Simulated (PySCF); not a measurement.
Hf(Br)4, SMILES [Br][Hf]([Br])([Br])[Br] (Br4Hf) at its B3LYP/def2-SVP optimised geometry (Å):

```
5

Hf    -0.8311    -1.1750     0.0000
Br    -1.6619    -2.3503     2.0348
Br    -1.6612     1.1750     0.0000
Br     1.6612    -1.1750     0.0000
Br    -1.6625    -2.3498    -2.0348
```

Method: B3LYP/def2-TZVP, def2 effective core potentials past Kr in PySCF 2.14.0. The core electrons that the potentials of Hf replace are not part of the density. Cells within 0.4 Å of a nucleus heavier than hydrogen are left out (blank, or x).

Map of the log10 of the electron density (e/bohr³), floored at −4 on the plane z = 0.0 Å:

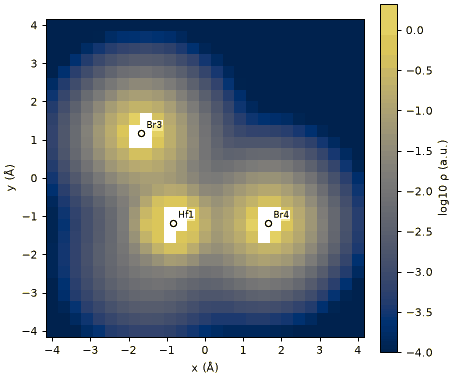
Fig. 1. Log10 of the electron density (e/bohr³), floored at −4 on the plane z = 0.0 Å.
